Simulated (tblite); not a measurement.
## Run report: C₇H₁₀OSi, geometry relaxation (part 2 of 2)

Continued. System: C₇H₁₀OSi. Method: GFN2-xTB geometry optimisation, gas phase (tblite 0.8.0). 

Geometry of the input (Å):
```
C  3.5670  -0.7052  0.1011
O  2.2973  -0.8044  -0.5412
Si 1.3811  0.5420  0.0112
C  -0.4357  0.2216  -0.0413
C  -0.9903  -1.0043  0.3175
C  -2.3634  -1.1876  0.2554
C  -3.1419  -0.1204  -0.1483
C  -2.6170  1.1130  -0.4908
C  -1.2473  1.2621  -0.4330
H  3.4254  -1.0554  1.1574
H  4.3608  -1.2038  -0.4390
H  3.8407  0.3814  0.2101
H  1.6999  0.8493  1.4335
H  1.7051  1.7041  -0.8448
H  -0.3678  -1.8308  0.6295
H  -2.8431  -2.1206  0.5292
H  -4.2375  -0.1964  -0.2058
H  -3.2541  1.9360  -0.8117
H  -0.7892  2.2285  -0.6966
```

Trajectory as extended XYZ, continued:
```
19
Properties=species:S:1:pos:R:3:forces:R:3 step=68 energy=-704.88711
C     3.4982   -0.8791    0.1225    0.0120   0.0000   0.0010
O     2.1345   -0.5970    0.0757   -0.0030   0.0000  -0.0100
Si    1.3876    0.8361    0.2045   -0.0180  -0.0020  -0.0110
C    -0.4249    0.3809    0.0215   -0.0050  -0.0050   0.0030
C    -0.9031   -0.8972    0.2906   -0.0010  -0.0080  -0.0010
C    -2.2461   -1.2007    0.1588   -0.0060  -0.0010   0.0020
C    -3.1401   -0.2253   -0.2481   -0.0020  -0.0020  -0.0030
C    -2.6836    1.0554   -0.5120    0.0020  -0.0020   0.0000
C    -1.3398    1.3505   -0.3735    0.0010   0.0030   0.0120
H     3.7664   -1.2475    1.1159   -0.0030   0.0120   0.0090
H     3.7181   -1.6540   -0.6146   -0.0090  -0.0060   0.0070
H     4.1012    0.0031   -0.0984    0.0080   0.0010  -0.0030
H     1.6637    1.4805    1.4972    0.0010   0.0060   0.0100
H     1.8192    1.7546   -0.8575    0.0180  -0.0010  -0.0060
H    -0.2083   -1.6627    0.6017    0.0100  -0.0070  -0.0070
H    -2.5995   -2.1994    0.3743    0.0060  -0.0050  -0.0090
H    -4.1878   -0.4634   -0.3615   -0.0140   0.0100   0.0100
H    -3.3766    1.8226   -0.8275   -0.0020  -0.0020   0.0010
H    -0.9889    2.3518   -0.5772    0.0040   0.0090  -0.0050
19
Properties=species:S:1:pos:R:3:forces:R:3 step=74 energy=-704.88764
C     3.5016   -0.8759    0.1246   -0.0130   0.0040  -0.0050
O     2.1378   -0.5946    0.0565    0.0150   0.0010   0.0060
Si    1.3858    0.8350    0.1968    0.0310   0.0030   0.0060
C    -0.4262    0.3761    0.0235    0.0010   0.0010  -0.0080
C    -0.9060   -0.9022    0.2898   -0.0040   0.0000  -0.0090
C    -2.2503   -1.2027    0.1592    0.0000   0.0030  -0.0120
C    -3.1426   -0.2240   -0.2445   -0.0040   0.0100   0.0030
C    -2.6831    1.0560   -0.5066   -0.0030   0.0060  -0.0040
C    -1.3390    1.3487   -0.3685   -0.0040   0.0040  -0.0080
H     3.7563   -1.2325    1.1260   -0.0030   0.0060  -0.0030
H     3.7280   -1.6588   -0.6022    0.0040   0.0010   0.0210
H     4.1090    0.0037   -0.0972   -0.0100  -0.0080  -0.0090
H     1.6678    1.4763    1.4913   -0.0090  -0.0050  -0.0060
H     1.8184    1.7587   -0.8616   -0.0020  -0.0100   0.0030
H    -0.2108   -1.6702    0.5947   -0.0010  -0.0010  -0.0040
H    -2.6044   -2.2026    0.3680    0.0030   0.0000   0.0000
H    -4.1924   -0.4542   -0.3578    0.0050  -0.0150   0.0140
H    -3.3748    1.8239   -0.8234   -0.0030   0.0030   0.0070
H    -0.9849    2.3486   -0.5759   -0.0050  -0.0020   0.0080
19
Properties=species:S:1:pos:R:3:forces:R:3 step=80 energy=-704.88858
C     3.4910   -0.8828    0.1284    0.0160  -0.0040   0.0240
O     2.1331   -0.5831    0.0677   -0.0270  -0.0210   0.0000
Si    1.3893    0.8499    0.1995   -0.0340  -0.0170  -0.0060
C    -0.4228    0.3819    0.0252    0.0010   0.0020  -0.0090
C    -0.8975   -0.9016    0.2777    0.0100   0.0050  -0.0080
C    -2.2407   -1.2060    0.1451    0.0060  -0.0020   0.0090
C    -3.1397   -0.2270   -0.2428    0.0140  -0.0130  -0.0120
C    -2.6845    1.0555   -0.5001   -0.0050   0.0030   0.0150
C    -1.3411    1.3523   -0.3603    0.0040  -0.0030  -0.0040
H     3.7513   -1.2092    1.1382    0.0210   0.0110   0.0170
H     3.6970   -1.6944   -0.5711    0.0030  -0.0210  -0.0080
H     4.1090   -0.0222   -0.1324    0.0040   0.0130  -0.0050
H     1.6648    1.5077    1.4868   -0.0010  -0.0150  -0.0030
H     1.8291    1.7572   -0.8685   -0.0050   0.0140  -0.0080
H    -0.2009   -1.6714    0.5757    0.0040   0.0120  -0.0120
H    -2.5891   -2.2103    0.3421    0.0010   0.0020   0.0090
H    -4.1890   -0.4646   -0.3474    0.0080   0.0120  -0.0070
H    -3.3789    1.8223   -0.8123   -0.0080   0.0140   0.0120
H    -0.9899    2.3548   -0.5588   -0.0130   0.0080  -0.0020
19
Properties=species:S:1:pos:R:3:forces:R:3 step=86 energy=-704.89201
C     3.4974   -0.8785    0.1528   -0.0040  -0.0040  -0.0560
O     2.1378   -0.5990    0.0156    0.0490   0.0200   0.0590
Si    1.3905    0.8336    0.1641    0.0210   0.0090  -0.0250
C    -0.4220    0.3752   -0.0066   -0.0190   0.0110  -0.0060
C    -0.8942   -0.9110    0.2331   -0.0140   0.0040   0.0030
C    -2.2405   -1.2075    0.1240   -0.0030  -0.0110  -0.0170
C    -3.1442   -0.2209   -0.2311   -0.0180   0.0120   0.0460
C    -2.6945    1.0674   -0.4694    0.0190  -0.0230  -0.0250
C    -1.3464    1.3542   -0.3542   -0.0130   0.0300   0.0120
H     3.7321   -1.1006    1.1978   -0.0070   0.0170  -0.0330
H     3.7313   -1.7516   -0.4618   -0.0150   0.0310   0.0510
H     4.1147   -0.0379   -0.1742   -0.0190  -0.0340   0.0160
H     1.6618    1.4788    1.4596    0.0030  -0.0270  -0.0060
H     1.8408    1.7572   -0.8884   -0.0220  -0.0190   0.0110
H    -0.1980   -1.6879    0.5103    0.0340   0.0040  -0.0210
H    -2.5882   -2.2133    0.3121   -0.0080  -0.0100   0.0110
H    -4.1956   -0.4577   -0.3049   -0.0220   0.0240  -0.0420
H    -3.3900    1.8463   -0.7539    0.0110  -0.0460   0.0390
H    -1.0023    2.3625   -0.5325    0.0290   0.0130  -0.0180
19
Properties=species:S:1:pos:R:3:forces:R:3 step=91 energy=-704.89682
C     3.4909   -0.8851    0.1737    0.0160  -0.0070   0.0390
O     2.1365   -0.5953    0.0184    0.0310  -0.0080  -0.0140
Si    1.3914    0.8405    0.1394    0.0340  -0.0090   0.0190
C    -0.4200    0.3794   -0.0321   -0.0050  -0.0020   0.0200
C    -0.8831   -0.9145    0.1852   -0.0120  -0.0040  -0.0080
C    -2.2303   -1.2158    0.0935   -0.0100   0.0080   0.0210
C    -3.1445   -0.2224   -0.2139    0.0150   0.0000  -0.0380
C    -2.6990    1.0698   -0.4399   -0.0070   0.0220   0.0380
C    -1.3516    1.3645   -0.3402    0.0070  -0.0080  -0.0070
H     3.7273   -0.9935    1.2370    0.0190   0.0040  -0.0470
H     3.7068   -1.8278   -0.3382   -0.0390   0.0970   0.0380
H     4.1205   -0.0936   -0.2420   -0.0280  -0.0560  -0.0050
H     1.6552    1.4886    1.4347    0.0010  -0.0090  -0.0030
H     1.8488    1.7591   -0.9124   -0.0130  -0.0180  -0.0100
H    -0.1747   -1.6924    0.4300   -0.0030   0.0130  -0.0260
H    -2.5716   -2.2265    0.2676    0.0020  -0.0070   0.0050
H    -4.1983   -0.4555   -0.2795    0.0220   0.0140  -0.0140
H    -3.4031    1.8518   -0.6862   -0.0240  -0.0060   0.0050
H    -1.0110    2.3779   -0.5025   -0.0070  -0.0240  -0.0120
19
Properties=species:S:1:pos:R:3:forces:R:3 step=97 energy=-704.90092
C     3.4809   -0.8934    0.2033    0.0390  -0.0060  -0.0270
O     2.1328   -0.5920    0.0321   -0.0080  -0.0070  -0.0130
Si    1.3958    0.8498    0.1201   -0.0250  -0.0090   0.0050
C    -0.4172    0.3894   -0.0542   -0.0020  -0.0020   0.0030
C    -0.8700   -0.9128    0.1329    0.0090   0.0000   0.0160
C    -2.2164   -1.2221    0.0626    0.0060   0.0040  -0.0260
C    -3.1394   -0.2262   -0.2072    0.0020   0.0090   0.0220
C    -2.7068    1.0757   -0.4002   -0.0020  -0.0070  -0.0170
C    -1.3591    1.3763   -0.3225    0.0010  -0.0030   0.0160
H     3.7389   -0.8795    1.2662    0.0250   0.0210  -0.0370
H     3.6620   -1.8942   -0.1959   -0.0190   0.0330   0.0250
H     4.1189   -0.1793   -0.3252   -0.0220  -0.0240   0.0430
H     1.6513    1.5062    1.4117    0.0080   0.0140   0.0000
H     1.8577    1.7524   -0.9435   -0.0030  -0.0220  -0.0010
H    -0.1481   -1.6886    0.3372   -0.0050  -0.0270   0.0050
H    -2.5467   -2.2400    0.2184    0.0000   0.0140  -0.0120
H    -4.1930   -0.4606   -0.2625    0.0030  -0.0020  -0.0040
H    -3.4260    1.8544   -0.6110    0.0070   0.0170  -0.0030
H    -1.0253    2.3938   -0.4698   -0.0130  -0.0030   0.0040
19
Properties=species:S:1:pos:R:3:forces:R:3 step=103 energy=-704.90322
C     3.4691   -0.9014    0.2243    0.0250   0.0040  -0.0030
O     2.1273   -0.5861    0.0311    0.0050  -0.0150   0.0290
Si    1.3974    0.8599    0.1046    0.0010  -0.0040  -0.0040
C    -0.4157    0.3991   -0.0573   -0.0040  -0.0020   0.0060
C    -0.8560   -0.9111    0.0991   -0.0100  -0.0020  -0.0180
C    -2.2007   -1.2256    0.0284   -0.0150  -0.0040   0.0130
C    -3.1339   -0.2295   -0.2021   -0.0010  -0.0040  -0.0230
C    -2.7135    1.0800   -0.3673    0.0050  -0.0100   0.0060
C    -1.3668    1.3861   -0.2921    0.0060  -0.0020  -0.0080
H     3.7495   -0.7694    1.2735   -0.0100   0.0090  -0.0330
H     3.6140   -1.9466   -0.0560    0.0120   0.0240   0.0060
H     4.1169   -0.2703   -0.3899   -0.0140  -0.0160   0.0070
H     1.6651    1.5330    1.3853    0.0050   0.0100  -0.0130
H     1.8551    1.7369   -0.9809    0.0040   0.0050   0.0010
H    -0.1290   -1.6911    0.2683   -0.0080   0.0050   0.0200
H    -2.5221   -2.2490    0.1606   -0.0160  -0.0090  -0.0190
H    -4.1849   -0.4728   -0.2620   -0.0100   0.0000   0.0150
H    -3.4405    1.8591   -0.5507    0.0240   0.0030  -0.0050
H    -1.0411    2.4079   -0.4245    0.0000   0.0090   0.0220
19
Properties=species:S:1:pos:R:3:forces:R:3 step=108 energy=-704.90508
C     3.4688   -0.8987    0.2398   -0.0180   0.0100   0.0360
O     2.1271   -0.5929    0.0298    0.0000   0.0140   0.0040
Si    1.3986    0.8557    0.0866    0.0330  -0.0070   0.0080
C    -0.4148    0.3958   -0.0639   -0.0090  -0.0190  -0.0030
C    -0.8557   -0.9174    0.0666   -0.0050  -0.0240   0.0190
C    -2.2014   -1.2300    0.0025   -0.0110   0.0010  -0.0270
C    -3.1368   -0.2295   -0.2000    0.0050  -0.0050   0.0160
C    -2.7142    1.0819   -0.3431   -0.0060   0.0220   0.0030
C    -1.3671    1.3867   -0.2731   -0.0010  -0.0070   0.0020
H     3.7548   -0.6678    1.2687    0.0290  -0.0060   0.0120
H     3.6048   -1.9661    0.0598    0.0150   0.0100  -0.0070
H     4.1163   -0.3318   -0.4325   -0.0110   0.0010  -0.0320
H     1.6771    1.5466    1.3564   -0.0050  -0.0050  -0.0150
H     1.8568    1.7236   -1.0065   -0.0030  -0.0060  -0.0070
H    -0.1299   -1.7022    0.2230   -0.0110   0.0260  -0.0070
H    -2.5235   -2.2564    0.1075   -0.0030  -0.0040   0.0090
H    -4.1891   -0.4733   -0.2401    0.0060   0.0260  -0.0240
H    -3.4342    1.8714   -0.5067   -0.0240  -0.0190   0.0030
H    -1.0474    2.4134   -0.3823    0.0210  -0.0090   0.0090
19
Properties=species:S:1:pos:R:3:forces:R:3 step=114 energy=-704.90765
C     3.4716   -0.8942    0.2651    0.0390   0.0000  -0.0600
O     2.1285   -0.5993    0.0558   -0.0250   0.0230   0.0040
Si    1.3991    0.8495    0.0717    0.0010   0.0000  -0.0130
C    -0.4170    0.3909   -0.0696    0.0050   0.0200  -0.0220
C    -0.8583   -0.9250    0.0279    0.0110   0.0140   0.0110
C    -2.2044   -1.2356   -0.0348   -0.0060   0.0080   0.0130
C    -3.1392   -0.2272   -0.1952    0.0080  -0.0080  -0.0210
C    -2.7168    1.0872   -0.3091   -0.0040   0.0110  -0.0070
C    -1.3686    1.3896   -0.2481    0.0000  -0.0170   0.0290
H     3.7968   -0.5444    1.2467    0.0200   0.0010   0.0290
H     3.5907   -1.9769    0.2083    0.0200  -0.0100   0.0150
H     4.1036   -0.4258   -0.4952   -0.0430   0.0020   0.0130
H     1.6863    1.5695    1.3213   -0.0120   0.0070   0.0130
H     1.8539    1.6955   -1.0408   -0.0030  -0.0190  -0.0080
H    -0.1283   -1.7095    0.1558   -0.0050  -0.0200   0.0030
H    -2.5264   -2.2643    0.0476   -0.0050   0.0010  -0.0020
H    -4.1925   -0.4650   -0.2351   -0.0040   0.0080  -0.0090
H    -3.4432    1.8760   -0.4450    0.0000   0.0080   0.0040
H    -1.0457    2.4181   -0.3349    0.0030  -0.0310   0.0090
19
Properties=species:S:1:pos:R:3:forces:R:3 step=120 energy=-704.91078
C     3.4805   -0.8860    0.2872    0.0250   0.0140   0.0500
O     2.1250   -0.6118    0.1293   -0.0020   0.0170   0.0110
Si    1.3987    0.8376    0.0636   -0.0080  -0.0050   0.0100
C    -0.4200    0.3829   -0.0635    0.0070  -0.0080   0.0000
C    -0.8642   -0.9345   -0.0101   -0.0030  -0.0010   0.0230
C    -2.2116   -1.2384   -0.0830   -0.0060   0.0000  -0.0050
C    -3.1424   -0.2221   -0.2095   -0.0100  -0.0010   0.0110
C    -2.7189    1.0952   -0.2726    0.0060  -0.0050  -0.0010
C    -1.3693    1.3902   -0.2019    0.0110  -0.0120   0.0130
H     3.8828   -0.3881    1.1754   -0.0310  -0.0180  -0.0530
H     3.5970   -1.9655    0.4015    0.0110   0.0280  -0.0280
H     4.0474   -0.5483   -0.5843   -0.0010  -0.0190   0.0100
H     1.6961    1.6207    1.2732   -0.0230  -0.0010  -0.0040
H     1.8512    1.6235   -1.0935    0.0040  -0.0170  -0.0100
H    -0.1388   -1.7264    0.0982    0.0080  -0.0090  -0.0150
H    -2.5403   -2.2675   -0.0409    0.0140   0.0020   0.0120
H    -4.1970   -0.4532   -0.2521   -0.0070  -0.0060  -0.0250
H    -3.4511    1.8837   -0.3759    0.0440   0.0400   0.0040
H    -1.0349    2.4172   -0.2484   -0.0360  -0.0010  -0.0030
19
Properties=species:S:1:pos:R:3:forces:R:3 step=126 energy=-704.91277
C     3.4857   -0.8806    0.2931    0.0130  -0.0070  -0.0120
O     2.1229   -0.6144    0.1911    0.0130  -0.0030   0.0000
Si    1.3971    0.8314    0.0708   -0.0040  -0.0040   0.0110
C    -0.4207    0.3765   -0.0475   -0.0030   0.0070   0.0030
C    -0.8687   -0.9398   -0.0124   -0.0020  -0.0050  -0.0130
C    -2.2167   -1.2383   -0.1012   -0.0060   0.0090   0.0040
C    -3.1461   -0.2189   -0.2220    0.0050  -0.0200  -0.0010
C    -2.7175    1.0975   -0.2600    0.0000   0.0120   0.0060
C    -1.3682    1.3864   -0.1746    0.0070  -0.0020   0.0090
H     3.9338   -0.3275    1.1224   -0.0080  -0.0060  -0.0090
H     3.6132   -1.9510    0.4647   -0.0100   0.0200   0.0000
H     4.0028   -0.6023   -0.6291    0.0000   0.0060   0.0160
H     1.6853    1.6594    1.2520   -0.0070   0.0000  -0.0100
H     1.8534    1.5678   -1.1172    0.0020  -0.0050  -0.0020
H    -0.1444   -1.7351    0.0837   -0.0140   0.0010   0.0010
H    -2.5442   -2.2680   -0.0758   -0.0090  -0.0050   0.0070
H    -4.2005   -0.4471   -0.2860    0.0050  -0.0080  -0.0070
H    -3.4376    1.8982   -0.3549    0.0010  -0.0040  -0.0020
H    -1.0394    2.4150   -0.2046    0.0160   0.0130   0.0000
19
Properties=species:S:1:pos:R:3:forces:R:3 step=131 energy=-704.91299
C     3.4903   -0.8780    0.2930   -0.0070  -0.0010   0.0050
O     2.1270   -0.6148    0.1905   -0.0010  -0.0080   0.0030
Si    1.3963    0.8282    0.0706    0.0010   0.0010  -0.0140
C    -0.4214    0.3730   -0.0468   -0.0020   0.0000   0.0010
C    -0.8723   -0.9424   -0.0144    0.0000  -0.0010   0.0060
C    -2.2208   -1.2387   -0.1015   -0.0010   0.0050   0.0000
C    -3.1478   -0.2176   -0.2220    0.0030  -0.0010   0.0010
C    -2.7166    1.0983   -0.2577   -0.0020   0.0060  -0.0020
C    -1.3668    1.3852   -0.1716    0.0020   0.0030  -0.0050
H     3.9371   -0.3217    1.1202   -0.0010   0.0070   0.0040
H     3.6184   -1.9468    0.4702    0.0000   0.0010  -0.0090
H     4.0064   -0.6014   -0.6294    0.0090   0.0030  -0.0030
H     1.6830    1.6602    1.2480   -0.0040   0.0050   0.0070
H     1.8508    1.5644   -1.1187   -0.0010  -0.0070   0.0000
H    -0.1507   -1.7395    0.0817    0.0030  -0.0070  -0.0020
H    -2.5504   -2.2679   -0.0755   -0.0050   0.0010   0.0020
H    -4.2023   -0.4447   -0.2878    0.0020  -0.0010  -0.0030
H    -3.4350    1.9003   -0.3533   -0.0010  -0.0030   0.0010
H    -1.0350    2.4133   -0.2031    0.0050  -0.0020   0.0080
19
Properties=species:S:1:pos:R:3:forces:R:3 step=137 energy=-704.91319
C     3.4944   -0.8726    0.2931   -0.0020  -0.0020  -0.0050
O     2.1298   -0.6206    0.1778    0.0020   0.0040   0.0030
Si    1.3957    0.8215    0.0649   -0.0010   0.0020   0.0040
C    -0.4221    0.3679   -0.0500    0.0010  -0.0050   0.0020
C    -0.8759   -0.9464   -0.0137   -0.0010  -0.0010  -0.0040
C    -2.2257   -1.2384   -0.0978    0.0010   0.0000   0.0010
C    -3.1495   -0.2147   -0.2200   -0.0010   0.0010   0.0010
C    -2.7149    1.1002   -0.2579   -0.0020  -0.0010  -0.0010
C    -1.3643    1.3831   -0.1735    0.0010  -0.0010   0.0020
H     3.9269   -0.3159    1.1275    0.0030  -0.0010   0.0080
H     3.6301   -1.9412    0.4649    0.0000  -0.0030   0.0010
H     4.0191   -0.5873   -0.6219   -0.0010   0.0080  -0.0030
H     1.6778    1.6489    1.2478    0.0030  -0.0010  -0.0040
H     1.8492    1.5630   -1.1209    0.0010  -0.0020  -0.0030
H    -0.1563   -1.7457    0.0811   -0.0010   0.0010   0.0010
H    -2.5596   -2.2662   -0.0677    0.0000   0.0020   0.0000
H    -4.2045   -0.4394   -0.2849    0.0010   0.0020  -0.0020
H    -3.4319    1.9033   -0.3534   -0.0010   0.0030   0.0000
H    -1.0282    2.4099   -0.2029   -0.0020  -0.0030  -0.0010
```

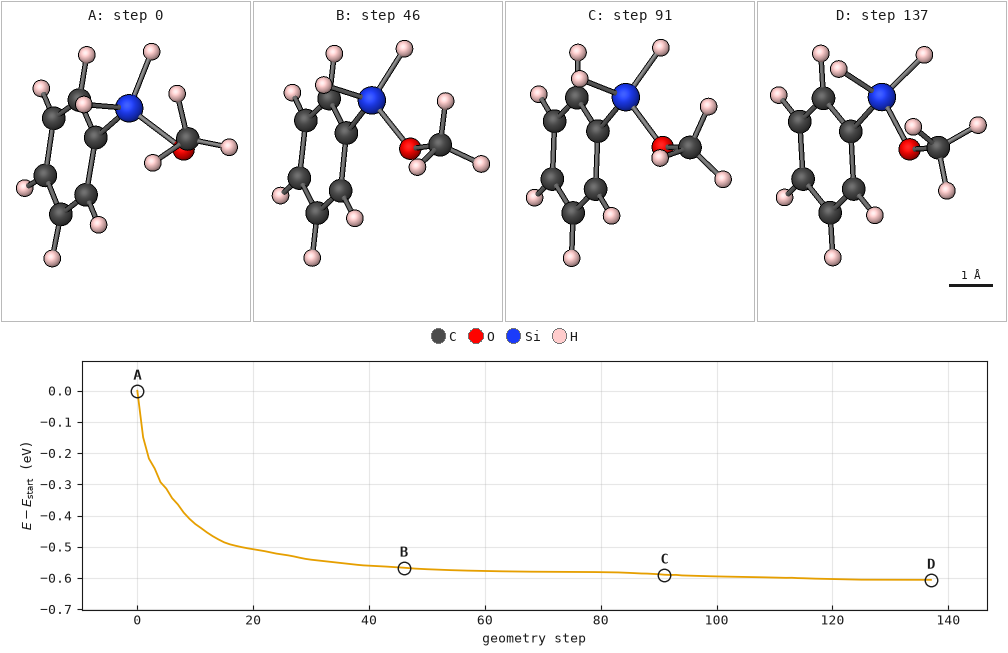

Frames of the relaxation (ball-and-stick view, seen at an oblique angle) above the curves, on which the letters mark them (steps are counted from 0).

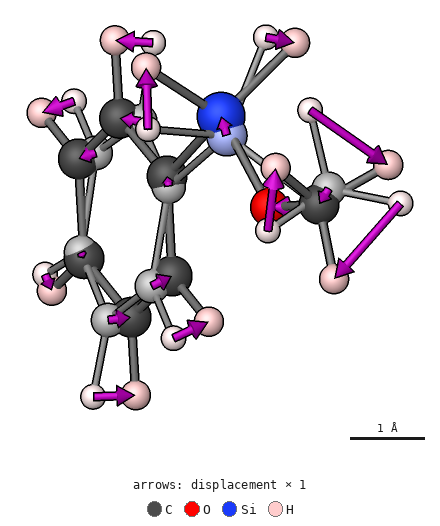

Start (faint) and end (solid) with the displacements as pink arrows, at true length (ball-and-stick view, seen at an oblique angle). The two geometries are laid on each other by the best rigid fit. After 137 geometry steps the energy has fallen by 0.606 eV. Largest force component: 1.8 eV/Å at the start, 0.008 eV/Å at the end. The atom that moves furthest after the best rigid fit is H11 (1.38 Å). By element the largest moves are H 1.38 Å, O 0.75 Å, C 0.32 Å, Si 0.28 Å. Among the contacts that change: O2–Si3 1.720 → 1.622 Å, C1–O2 1.426 → 1.392 Å, C1–H12 1.126 → 1.093 Å, Si3–C4 1.846 → 1.877 Å. Among the angles that change: C1–O2–Si3 106.0° → 127.6°, O2–Si3–C4 112.3° → 103.2°, C4–Si3–H13 105.9° → 111.8°. (Atoms are counted from 1 in the order of the input.)

Results in brief:

| quantity | value |
| --- | --- |
| outcome | converged |
| total energy | −704.9132 eV |
| wall time | 1.9 s |
| peak memory | 0.18 GiB |
